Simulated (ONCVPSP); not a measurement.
## Pseudopotential generation, with input and output: Mg

Magnesium (Mg, Z = 12), core [He], reference valence 2s2 2p6 3s2, valence charge 10. Computed at this level: ONCV potential, PBEsol, scalar-relativistic, made with ONCVPSP 4.0.1.

**Summary**

- outcome: generated
- cutoffs needed: 108 Ha and 127 Ha (the cutoffs at which the residual kinetic energy of the hardest occupied pseudo-wave falls to 1 and 0.1 mHa per electron)
- ghost test: no bound ghost flagged; no localised positive-energy state flagged
- largest excitation error: -0.7 meV (all-electron minus pseudo) for 2s2 2p6 3s0, out of 4 test configurations
- rms error of d²Exc/dni dnj: 1.99 mHa without and 1.75 mHa with the model core
- range over which the phases arctan(r R′/R) at the test radius agree within 0.05 rad (a looser test near the poles than one of phase shifts): s: over the whole range computed; p: over the whole range computed; d: over the whole range computed; f: not judged, local potential alone
- hardware: 1 CPU thread, shared host
- wall time: 4.1 s

**The input**
```
# ATOM AND REFERENCE CONFIGURATION
# atsym  z   nc   nv     iexc    psfile
  Mg 12.00    1    3  -116133      upf
#
#   n    l    f
    1    0    2.00
    2    0    2.00
    2    1    6.00
    3    0    2.00
#
# PSEUDOPOTENTIAL AND OPTIMIZATION
# lmax
    2
#
#   l,   rc,      ep,       ncon, nbas, qcut
    0    0.95    0.00    3    7   10.40
    1    0.90    0.00    4    7   19.10
    2    0.90    0.04    3    7   11.70
#
# LOCAL POTENTIAL
# lloc, lpopt,  rc(5),   dvloc0
    4    5    0.75    0.00
#
# VANDERBILT-KLEINMAN-BYLANDER PROJECTORs
# l, nproj, debl
    0    2    3.80
    1    3    4.00
    2    1    3.20
#
# MODEL CORE CHARGE
# icmod, fcfact, rcfact
    1    0.65    0.00
#
# LOG DERIVATIVE ANALYSIS
# epsh1, epsh2, depsh
   -4.00    5.00    0.02
#
# OUTPUT GRID
# rlmax, drl
    6.00    0.01
#
# TEST CONFIGURATIONS
# ncnf
    4
# nvcnf
#   n    l    f
    3
    2    0    2.00
    2    1    6.00
    3    0    1.00
#
    3
    2    0    2.00
    2    1    6.00
    3    0    0.00
#
    3
    2    0    2.00
    2    1    6.00
    3    0    1.50
#
    4
    2    0    2.00
    2    1    6.00
    3    0    0.00
    3    1    2.00
#
```

Command:
```bash
oncvpsp.x < Mg.dat > Mg.out
```

**Log (extracts)**
```
ONCVPSP  (Optimized Norm-Conservinng Vanderbilt PSeudopotential)
scalar-relativistic version 4.0.1

#   n    l    f        energy (Ha)
    1    0    2.00    -4.6180734E+01
    2    0    2.00    -2.9250022E+00
    2    1    6.00    -1.7107203E+00
    3    0    2.00    -1.7196491E-01

Reference configufation results
  iterations    26
  all-electron total energy (Ha)   -1.99840359D+02

Begin loop to  construct optimized pseudo wave functions
and semi-local pseudopoentials for all angular momenta

Calculating optimized projector #   1

 for l=   0

    Fraction of norm inside rc  0.817380
    Optimizing pswf for qcut=  10.41 a_B^-1,  ecut=  54.23 Ha
    Residual kinetic energy error=  1.40D-05 Ha

    Energy error per electron        Cutoff
         Ha          eV             Ha
         0.01000     0.27211       14.60
         0.00100     0.02721       32.18
         0.00010     0.00272       45.35
         0.00001     0.00027       68.87

Calculating optimized projector #   2

 for l=   0

    Fraction of norm inside rc  0.022412
    Optimizing pswf for qcut=  10.41 a_B^-1,  ecut=  54.23 Ha
    Residual kinetic energy error=  2.83D-06 Ha

    Energy error per electron        Cutoff
         Ha          eV             Ha
         0.01000     0.27211        9.23
         0.00100     0.02721       14.48
         0.00010     0.00272       36.58
         0.00001     0.00027       48.88

   Wellstate for l =  1  n =  4
     eigenvalue =   2.2893
     asymptotic potential =   2.7893
     half-point radius =  2.6613

   Wellstate for l =  1  n =  5
     eigenvalue =   6.2893
     asymptotic potential =   6.7893
     half-point radius =  2.3017

Calculating optimized projector #   1

 for l=   1

    Fraction of norm inside rc  0.768164
    Optimizing pswf for qcut=  19.11 a_B^-1,  ecut= 182.52 Ha
    Residual kinetic energy error=  1.12D-08 Ha

    Energy error per electron        Cutoff
         Ha          eV             Ha
         0.01000     0.27211       86.22
         0.00100     0.02721      108.13
         0.00010     0.00272      127.23
         0.00001     0.00027      142.78

Calculating optimized projector #   2

 for l=   1

    Fraction of norm inside rc  0.046902
    Optimizing pswf for qcut=  19.11 a_B^-1,  ecut= 182.52 Ha
    Residual kinetic energy error=  4.14D-09 Ha

    Energy error per electron        Cutoff
         Ha          eV             Ha
         0.01000     0.27211       71.44
         0.00100     0.02721       98.75
         0.00010     0.00272      121.69
         0.00001     0.00027      140.65

Calculating optimized projector #   3

 for l=   1

    Fraction of norm inside rc  0.047079
    Optimizing pswf for qcut=  19.11 a_B^-1,  ecut= 182.52 Ha
    Residual kinetic energy error=  3.66D-08 Ha

    Energy error per electron        Cutoff
         Ha          eV             Ha
         0.01000     0.27211       78.88
         0.00100     0.02721      107.15
         0.00010     0.00272      131.20
         0.00001     0.00027      150.31

   Wellstate for l =  2  n =  3
     eigenvalue =   0.0400
     asymptotic potential =   0.5400
     half-point radius = 34.8138

Calculating optimized projector #   1

 for l=   2

    Fraction of norm inside rc  0.000051
    Optimizing pswf for qcut=  11.69 a_B^-1,  ecut=  68.28 Ha
    Residual kinetic energy error=  5.21D-09 Ha

    Energy error per electron        Cutoff
         Ha          eV             Ha
         0.01000     0.27211        0.28
         0.00100     0.02721        1.08
         0.00010     0.00272        5.31
         0.00001     0.00027       17.05

Construct Vanderbilt / Kleinmman-Bylander projectors

B matrix Hermiticity error, ll=   0
   1   2    1.5980E-04

  Orthonormal projector coefficients  9.1169E+00  1.5323E+00

B matrix Hermiticity error, ll=   1
   1   2   -3.3626E-04
   1   3    5.5314E-04
   2   3    1.3274E-04

  Orthonormal projector coefficients -1.9693E+01 -7.3968E+00 -1.0466E+00

Model core correction analysis
  based on d2Exc/dn_idn_j

d2excae - all-electron derivatives

   -6.303612D-02   -5.637049D-02   -1.784679D-03
   -5.661603D-02   -5.957303D-02   -1.706398D-03
   -1.830322D-03   -1.746178D-03   -7.149526D-05

d2excps - pseudofunction derivatives with no core correction

   -6.355954D-02   -6.029262D-02   -1.874167D-03
   -6.053794D-02   -6.173468D-02   -1.860279D-03
   -1.919826D-03   -1.900068D-03   -7.777245D-05

rms 2nd derivative error    1.993728E-03

Polynomial model core charge

d2excps - pseudofunction derivatives with core correction

   -5.894479D-02   -5.858729D-02   -1.632928D-03
   -5.883183D-02   -6.054683D-02   -1.770134D-03
   -1.678513D-03   -1.809914D-03   -6.522209D-05

rms 2nd derivative error    1.750096E-03

Pseudoatom total energy  -63.167423

Diagnostic tests using Vanderbilt-Kleinman-Bylander pseudopotentials
  1 or more projectors used as specified by nproj input data

   l    rcore       rmatch      e in        delta e   norm test  slope test

   0   0.9532359   0.9821782  -2.9250022   0.0000299   1.0001309   1.0001576
   0   0.9532359   0.9821782  -0.1719649   0.0000041   1.0000663   1.0000576

   1   0.9032721   0.9306974  -1.7107203  -0.0000474   1.0001249   1.0001441
   1   0.9032721   0.9306974   2.2892797   0.0000108   1.0003285   1.0003285
   1   0.9032721   0.9306974   6.2892797   0.0000743   1.0004238   1.0004238

   2   0.9032721   0.9306974   0.0400000  -0.0000532   1.0000056   1.0000056

 Testing for bound ghosts
   n   l    E NL Schr. Eq   E Basis Diag.   E Cutoff

   1   0       -2.924972       -2.924516    207.43
   2   0       -0.171961        0.471259    207.43

   2   1       -1.710768       -1.707287    370.65

 Testing for highly-localized positive-energy ghosts
       l    <radius>/rc     E Basis Diag.   E Cutoff

Test configuration 0

   n   l     f        eae           eps        diff
   1   0  2.0000  -46.18073371
   2   0  2.0000   -2.92500224   -2.92497233    2.99D-05
   2   1  6.0000   -1.71072028   -1.71076768   -4.74D-05
   3   0  2.0000   -0.17196491   -0.17196085    4.06D-06

    Total energies and differences
      AE_ref= -1.99840359D+02  AE_tst= -1.99840359D+02  dif=  0.00D+00
      PS_ref= -6.31674231D+01  PS_tst= -6.31674231D+01  dif= -1.14D-13
      PSP excitation error=  1.14D-13

Test configuration 1

   n   l     f        eae           eps        diff
   1   0  2.0000  -46.51888254
   2   0  2.0000   -3.25805783   -3.25822952   -1.72D-04
   2   1  6.0000   -2.04336711   -2.04354202   -1.75D-04
   3   0  1.0000   -0.41564434   -0.41564594   -1.61D-06

    Total energies and differences
      AE_ref= -1.99840359D+02  AE_tst= -1.99549283D+02  dif=  2.91D-01
      PS_ref= -6.31674231D+01  PS_tst= -6.28763425D+01  dif=  2.91D-01
      PSP excitation error= -4.10D-06

Test configuration 2

   n   l     f        eae           eps        diff
   1   0  2.0000  -46.93298535
   2   0  2.0000   -3.66231457   -3.66289416   -5.80D-04
   2   1  6.0000   -2.44663152   -2.44711164   -4.80D-04

    Total energies and differences
      AE_ref= -1.99840359D+02  AE_tst= -1.99004798D+02  dif=  8.36D-01
      PS_ref= -6.31674231D+01  PS_tst= -6.23318364D+01  dif=  8.36D-01
      PSP excitation error= -2.60D-05

Test configuration 3

   n   l     f        eae           eps        diff
   1   0  2.0000  -46.33920990
   2   0  2.0000   -3.08150963   -3.08155656   -4.69D-05
   2   1  6.0000   -1.86706563   -1.86716098   -9.54D-05
   3   0  1.5000   -0.28971252   -0.28970938    3.13D-06

    Total energies and differences
      AE_ref= -1.99840359D+02  AE_tst= -1.99725374D+02  dif=  1.15D-01
      PS_ref= -6.31674231D+01  PS_tst= -6.30524372D+01  dif=  1.15D-01
      PSP excitation error= -8.27D-07

Test configuration 4

   n   l     f        eae           eps        diff
   1   0  2.0000  -46.32858002
   2   0  2.0000   -3.07046610   -3.07074504   -2.79D-04
   2   1  6.0000   -1.85498122   -1.85560873   -6.28D-04
   3   1  2.0000   -0.09691589   -0.09691725   -1.36D-06

    Total energies and differences
      AE_ref= -1.99840359D+02  AE_tst= -1.99578476D+02  dif=  2.62D-01
      PS_ref= -6.31674231D+01  PS_tst= -6.29055460D+01  dif=  2.62D-01
      PSP excitation error=  5.96D-06
```

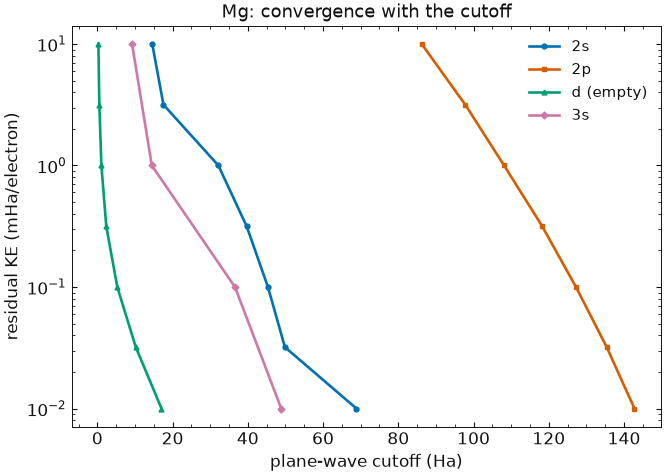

Figure 1. Residual kinetic energy of the pseudo-waves (the first of each channel, and further valence shells) beyond the plane-wave cutoff, as the generator prints it.

- Cutoffs for the occupied states: 108 Ha for 1 mHa and 127 Ha for 0.1 mHa per electron. The first is set by 2p.
- Cutoffs for 1 mHa per electron: 2p: 108 Ha; 2s: 32 Ha; 3s: 14 Ha; d (empty): 1.1 Ha.
- Hardest wave at 1 mHa per electron: 2p, with rc = 0.90 bohr and qcut = 19.1 1/bohr. The optimisation minimises, but can't always remove, the kinetic energy above qcut²/2 = 182.4 Ha, and a larger rc would as a rule soften the wave at some cost in transferability.

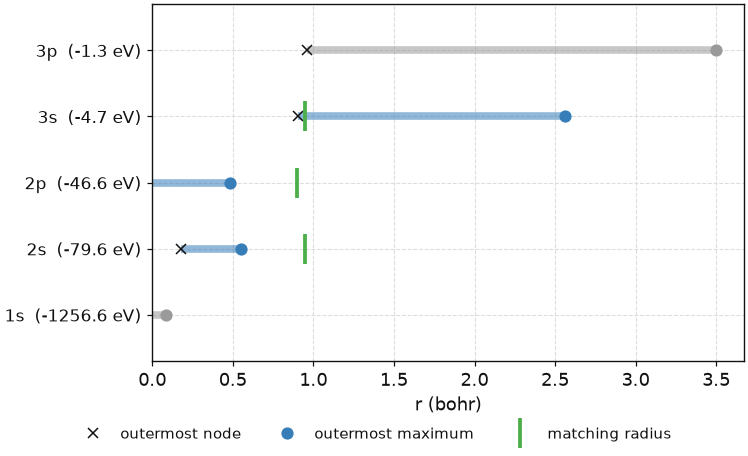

Figure 2. Outer shells of the all-electron reference atom: each bar runs from the outermost node (or the nucleus) to the outermost maximum of u(r); the tick is the radius chosen for the pseudo-wave. Shells without a tick have no pseudo-wave of their own. Levels, nodes and maxima are from ld1.x, scalar-relativistic.

- Radii against the shells: 2s: 0.95 bohr, outside the maximum; 2p: 0.90 bohr, outside the maximum; 3s: 0.95 bohr, between node and maximum.

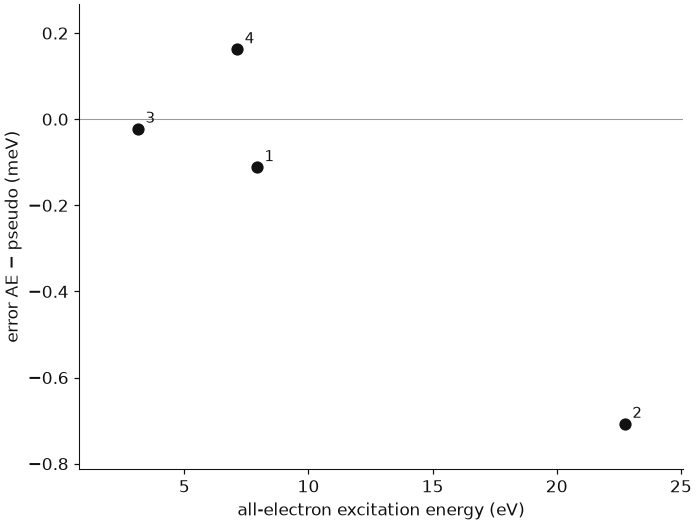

Figure 3. Errors, all-electron minus pseudo, of the energies of valence configurations relative to the unpolarised reference 2s2 2p6 3s2. Points: 1 = 2s2 2p6 3s1; 2 = 2s2 2p6 3s0; 3 = 2s2 2p6 3s1.5; 4 = 2s2 2p6 3s0 3p2.

- Worst configuration: 2s2 2p6 3s0 (charge +2): the error is -0.7 meV on an all-electron energy of +22.74 eV relative to the reference, or 0.0031 %.
- Errors in meV: 2s2 2p6 3s1: -0.1; 2s2 2p6 3s0: -0.7; 2s2 2p6 3s1.5: 0.0; 2s2 2p6 3s0 3p2: +0.2.
- Configurations within 10 meV and within 50 meV: 4 and 4 of 4.

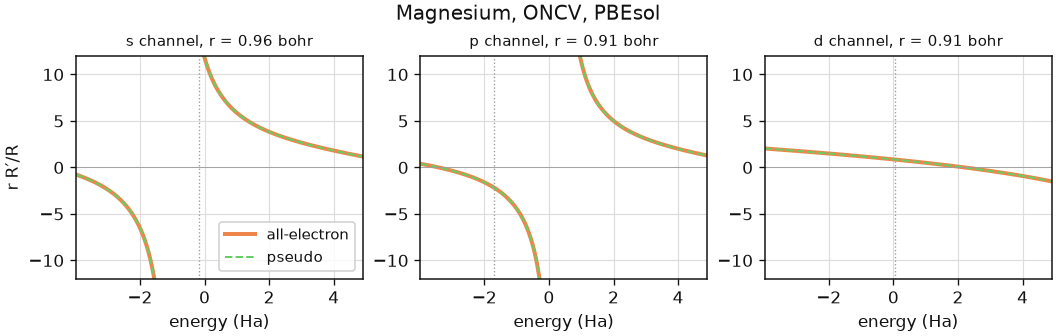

Figure 4. Logarithmic derivatives r R′/R at the test radius against energy, all-electron atom (solid) and pseudo-atom (dashed). Here R(r) is the radial function. The dotted line marks the reference energy of the channel. Not drawn: f: not judged.

- Poles, where the radial function vanishes at the test radius: s: all-electron at -0.9 Ha, pseudo at -0.9 Ha; p: all-electron at 0.3 Ha, pseudo at 0.3 Ha; d: all-electron at no energy in the range, pseudo at no energy in the range.
- Ghost states: the plot shows none: pseudo and all-electron curves have the same branches in all channels drawn. The separate test gives: no bound ghost flagged; no localised positive-energy state flagged.

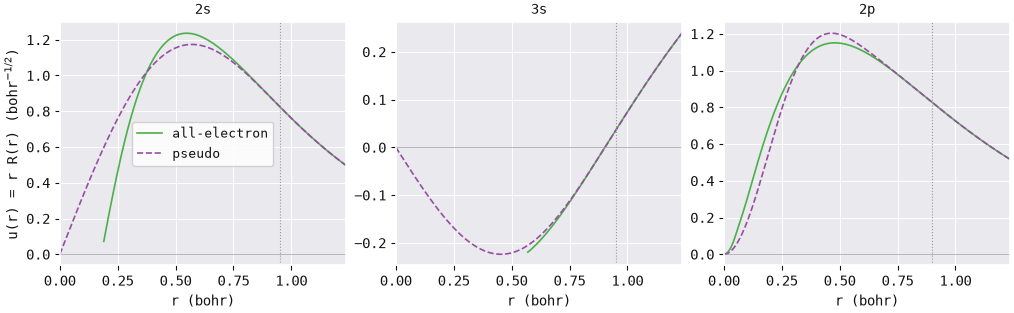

Figure 5. Partial waves u(r) = r R(r), all-electron (solid) and pseudo (dashed). Dotted lines mark the matching radii. The innermost oscillations of some all-electron curves aren't drawn. Pseudo-waves: 2s has no node; 3s has a node at about 0.9 bohr; 2p has no node. A node in 3s is expected, since a lower shell of the same l is also in the valence and the two must stay orthogonal.
